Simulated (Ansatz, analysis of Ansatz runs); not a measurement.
# LaInO3 (Pnma), nudged elastic band: O_i by the interstitialcy path (q = −2), part 2 of 3

How high is the barrier when O changes place in LaInO3 (Pnma)? The case: O_i by the interstitialcy path, charge −2, in a cell of 40 host atoms with 1 O put in.

Ansatz 0.2.0; plane-wave PAW DFT, PBEsol; nudged elastic band between two relaxed defect structures at fixed charge in a uniform background.

So far: Starting point; Relaxation of the start point, charge −2.

## 3. Relaxation of the end point, charge −2

Level of this step: plane-wave PAW DFT, PBEsol; relaxation of all atoms of a defect supercell at fixed charge in a uniform background (Ansatz).

The end point is relaxed in the same cell and settings, so that the two energies compare.

Contents of qm2.end/input.yaml:

```yaml
crystal:
  lattice:
    - [0.0, 8.21613204, 5.70050548]
    - [5.94293833, 0.0, 5.70050548]
    - [5.94293833, 8.21613204, 0.0]
  atoms:
    - { symbol: La, position: [0.16207004, 0.85537686, 0.08792996] }
    - { symbol: La, position: [0.66207004, 0.35537686, 0.58792996] }
    - { symbol: La, position: [0.35537686, 0.16207004, 0.39462314] }
[... 3 atom lines left out ...]
    - { symbol: La, position: [0.33792996, 0.64462314, 0.41207004] }
[... 3 atom lines left out ...]
    - { symbol: In, position: [0.25, 0.75, 0.75] }
[... 1 atom line left out ...]
    - { symbol: In, position: [0.0, 0.0, 0.5] }
[... 2 atom lines left out ...]
    - { symbol: In, position: [0.5, 0.0, 0.0] }
[... 2 atom lines left out ...]
    - { symbol: O, position: [0.0976, 1.0343, 0.7726] }
[... 4 atom lines left out ...]
    - { symbol: O, position: [0.59022654, 0.79222184, 0.15977346] }
[... 1 atom line left out ...]
    - { symbol: O, position: [0.52976201, 0.66527137, 0.53243594] }
[... 2 atom lines left out ...]
    - { symbol: O, position: [0.02253069, 0.28243594, 0.41527137] }
[... 7 atom lines left out ...]
    - { symbol: O, position: [0.47746931, 0.21756406, 0.08472863] }
[... 1 atom line left out ...]
    - { symbol: O, position: [0.21756406, 0.97746931, 0.22023799] }
[... 1 atom line left out ...]
    - { symbol: O, position: [0.205293, -0.090603, 0.544707] }
total_charge: -2
basis:
  ecutwfc: 420
  xc_grid: 2
hamiltonian:
  xc: pbesol
kpoints:
  mp_grid: { grid: [1, 1, 1] }
scf:
  occupations: { method: fermi_dirac, width: 0.01 }
  max_iter: 80
output:
  forces: true
relax:
  f_tol: 0.015
  max_steps: 70
  random_displacement: { amplitude: 0.03, seed: 1723 }
```

Launch:

```
> ansatz run input.yaml --threads 4 --pin off --max-ram 7536MiB --backend cpu --events-out ev --progress --plain --runs-dir out
```

Numbers of over 12 decimals in the logs are rounded to 6 here.

Output:

```text
[...]
Crystal: 41 atoms, lattice volume = 556.688 Å³
Basis set: ecut = 420 eV, 10867 PW (Γ), exchange–correlation on 144×120×144 points (8 copies of the dense FFT grid, shifted against one another)
Bands: 213, of which v1, the nominal top of the filled ones, is band 172 counted from 1 (171 counted from 0)
Symmetry: 1 space group operations
k-points: 1
[...]
SCF iter   1: F=—  HF=-107524.831996 eV  |F-HF|=—  |Δ(HF+E_count)|=         —  Δρ=3.82e-2  dr2=8.79e0  ethr=1.77e-3  ⟨swp⟩=5.0  Hψ=856  notcnv=0
[...]
SCF iter  15: F=-107523.120414 eV  HF=-107523.120415 eV  |F-HF|=1.55e-6  |Δ(HF+E_count)|=   3.10e-7  Δρ=1.55e-5  dr2=1.70e-6  ethr=1.64e-9  ⟨swp⟩=3.0  Hψ=584  notcnv=0
SCF 1 converged in 15 iterations: F = -107523.120414 eV  dr2 = 1.70e-6
[...]
--- Relaxed structure (11 steps of the walk, 11 accepted, 0 SCFs on fresh bases) ---
  F+E_penalty+E_count = -107528.92438376 eV   max|allowed force component| = 1.435e-2 eV/Å
  atoms:
    - { symbol: La, position: [0.161699, 0.846026, 0.096618] }
    - { symbol: La, position: [0.653654, 0.354797, 0.593934] }
    - { symbol: La, position: [0.362519, 0.157257, 0.379286] }
    [... 3 atoms left out ...]
    - { symbol: La, position: [0.342779, 0.625129, 0.416659] }
    [... 3 atoms left out ...]
    - { symbol: In, position: [0.242253, 0.779915, 0.743725] }
    [... 1 atom left out ...]
    - { symbol: In, position: [0.005267, 0.006125, 0.495304] }
    [... 5 atoms left out ...]
    - { symbol: O, position: [0.145322, 1.094000, 0.681312] }
    [... 4 atoms left out ...]
    - { symbol: O, position: [0.590788, 0.778884, 0.159557] }
    [... 4 atoms left out ...]
    - { symbol: O, position: [0.027268, 0.284971, 0.413992] }
    [... 7 atoms left out ...]
    - { symbol: O, position: [0.474539, 0.216349, 0.075669] }
    [... 1 atom left out ...]
    - { symbol: O, position: [0.216274, 0.990998, 0.208946] }
    [... 1 atom left out ...]
    - { symbol: O, position: [0.233948, -0.114133, 0.504964] }
[key lines of the parts left out:]
SCF converged after 2 iterations
Free energy (F): -107528.924384 eV
Fermi energy:    11.882644 eV
```

It took 29 s on 4 threads of Arm Neoverse V2, shared host; peak memory 0.82 GiB; 1.7 min of CPU time.

Relaxation path:

```tsv
step	energy less that of the first step (eV)	largest force component (eV/Å)
1	0.0000	5.1654
2	-2.4671	3.3716
3	-4.3450	1.3625
4	-5.1344	0.9237
5	-5.5071	0.3406
6	-5.6152	0.1442
7	-5.6868	0.1969
8	-5.7477	0.3266
9	-5.8010	0.0638
10	-5.8040	0.0143
11	-5.8040	0.0144
```

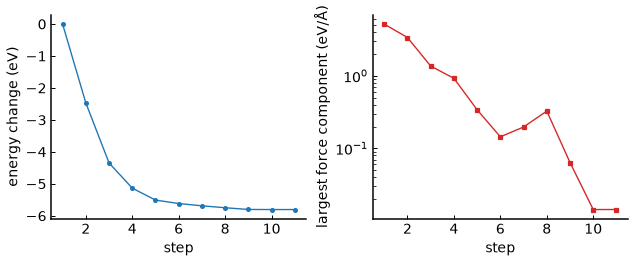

Energy and largest force along the relaxation.

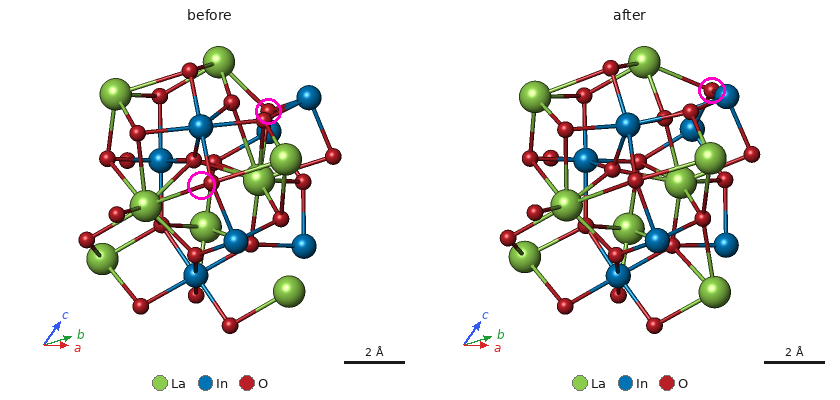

Before and after: the atoms that start within 5 Å of the centre. O23, which moves most, is ringed if it is among them. A ring with no atom in it marks the empty centre.

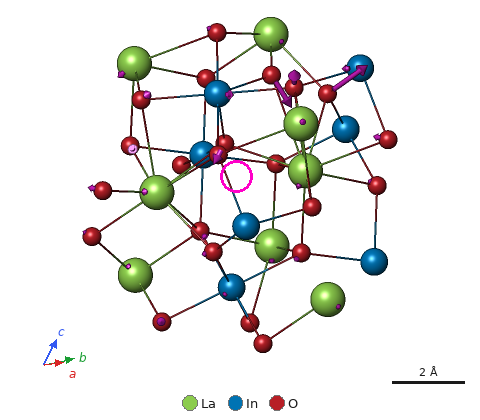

Displacements in the relaxation from the typed sites near the centre, exaggerated, the mean shift taken out; the longest in the cell stands for 1.08 Å. A ring marks the centre wherever it is empty.

The atoms that moved most (Å, from the sites as typed, ahead of the random displacement, the mean shift of all atoms taken out):

```tsv
atom	dx	dy	dz	length
O23	1.028	-0.063	0.314	1.077
O19	-0.190	-0.357	0.618	0.739
O35	0.068	0.502	-0.095	0.516
O41	-0.378	-0.090	0.035	0.391
O38	0.079	-0.260	0.044	0.275
O27	0.076	0.197	0.074	0.224
In11	0.138	-0.115	0.132	0.223
O30	-0.090	0.196	0.018	0.216
```

Neighbours of O41 at the end:

```tsv
atom	distance (Å)
In13	2.156
In11	2.248
La7	2.254
La3	2.439
O19	2.491
O39	2.860
O26	2.918
O38	2.968
O27	3.015
```

This step gave:

- free energy: -107528.9244 eV
- largest move from the ideal geometry of this structure, a common shift of the far atoms taken out: 1.103 Å

The relaxation gained 5.804 eV and ended with a largest force component of 0.014 eV/Å. The end lies within 1 meV of the start.

(Part 2 of 3 ends here.)

[Logs are printed without paths, hosts, clocks, repeated set-up lines and the standing remarks that a program may print on its own settings, such as how far it seeks lower states.]

[Hosts, paths, dates, database ids (printed as entryN), source tags and the programs' standing remarks are cut or masked in the printed files.]
